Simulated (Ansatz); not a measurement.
**FGaHNO: density, localisation and related maps**

Input file:

```
crystal:
  periodic: [false, false, false]
  atoms:
    - symbol: F
      position_ang: [-0.190568, 1.783127, 0.576529]
    - symbol: Ga
      position_ang: [-1.300349, 0.517450, 1.157713]
    - symbol: "N"
      position_ang: [-0.225009, -1.401345, 0.110611]
    - symbol: O
      position_ang: [0.355534, -2.268838, 0.685724]
    - symbol: H
      position_ang: [-0.853437, -1.803375, -0.648296]
basis:
  gaussian: {orbitals: def2-TZVPD}
output: {forces: true, orbitals: {seedname: orbitals}}
hamiltonian: {xc: {name: PBE0}}
```

Run with:

```sh
ansatz run input.yaml --threads 1 --pin off --max-ram 2610MiB --events-out events.jsonl --progress --plain --runs-dir runs
```

Geometry: PBE0-D3(BJ)/def2-SVP.

All numbers below come from isolated molecule in a Gaussian basis; Kohn-Sham density functional theory, functional PBE0 in Ansatz.

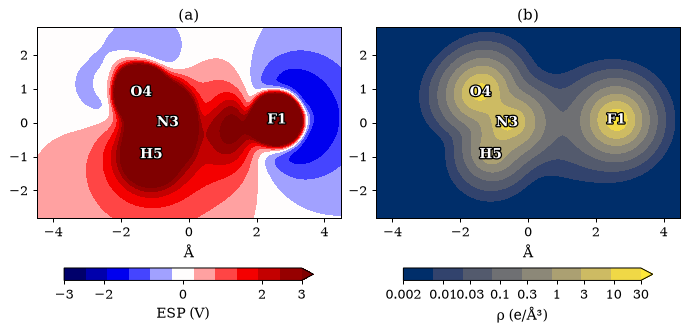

Figure 1. (a) molecular electrostatic potential; (b) electron density on the plane of atoms O4, N3 and H5.

Interpret the plot.

The plane passes through F, N, O and H nuclei. N–O (1.19 Å): the density is about 3.8 e/Å³ at the midpoint. N–H (1.06 Å): ρ at the midpoint is about 2.8 e/Å³. Outside the dense part of the molecule the potential is most negative (−1.9 V) near F1.

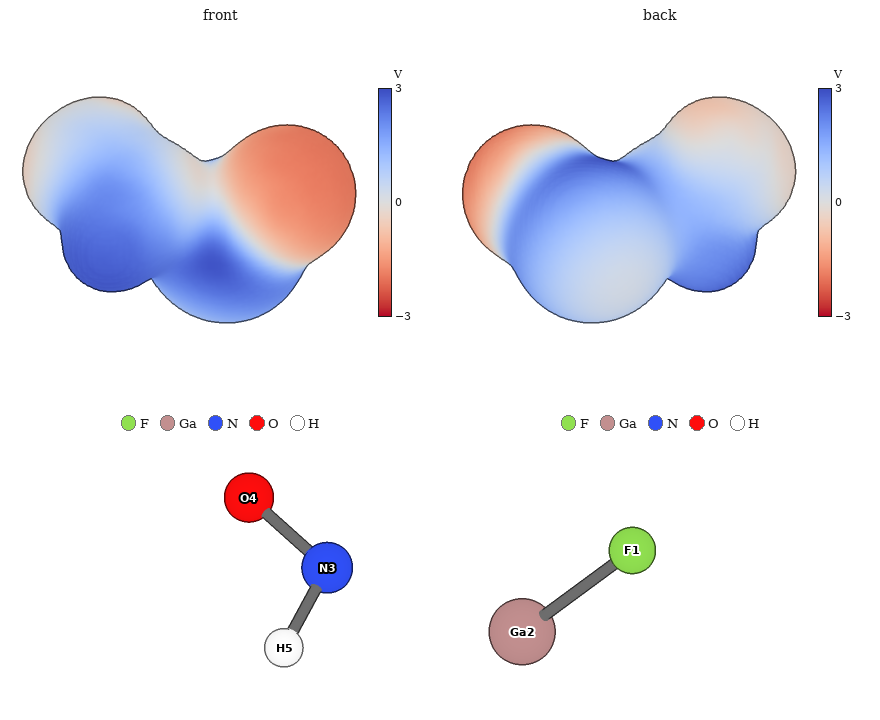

Figure 2. The electrostatic potential painted on the density surface at 0.004 e/bohr³, seen from the front and from behind; the colour scale runs from red (negative) to blue (positive). The bare structure is drawn below in the same view.

Describe the electrostatic potential map.

The most negative region (about −1.9 V) lies over F1, the most positive (about +2.8 V) over Ga2 and H5.

What dipole moment does the calculation give?

Its dipole moment is 3.01 D.

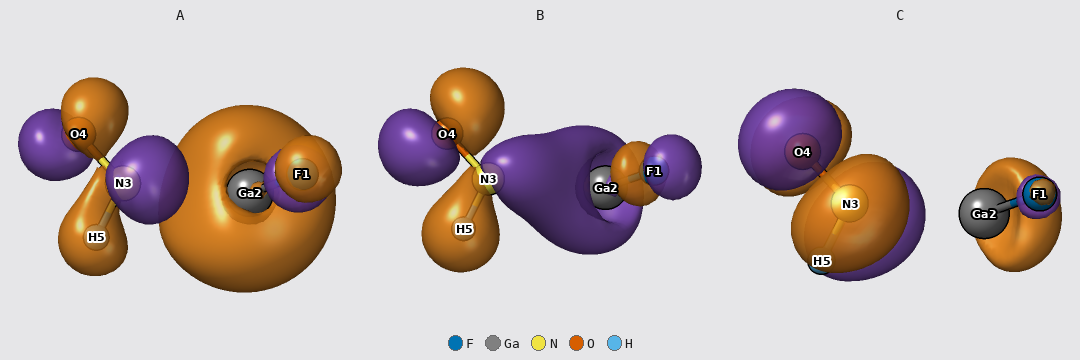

Figure 3. Three frontier orbitals at ±0.1 Å⁻³ᐟ² (orange and purple are the two phases), in no order.

Order the three orbitals by energy and name them.

B is the HOMO−1 (−8.32 eV). By Hirshfeld shares it lies mainly on O4 (about 40 %), Ga2 (about 20 %), N3 (about 20 %), F1 (about 10 %) and H5 (about 10 %). A is the HOMO (−7.01 eV). Its weight (Hirshfeld) is mainly on Ga2 (about 55 %), N3 (about 15 %), O4 (about 15 %) and F1 (about 10 %). C is the LUMO (−3.65 eV). It lies mainly on N3 (about 45 %), O4 (about 40 %) and Ga2 (about 15 %); π-antibonding (π*) across N3–O4.

What is the HOMO–LUMO gap?

3.36 eV between the orbital energies.
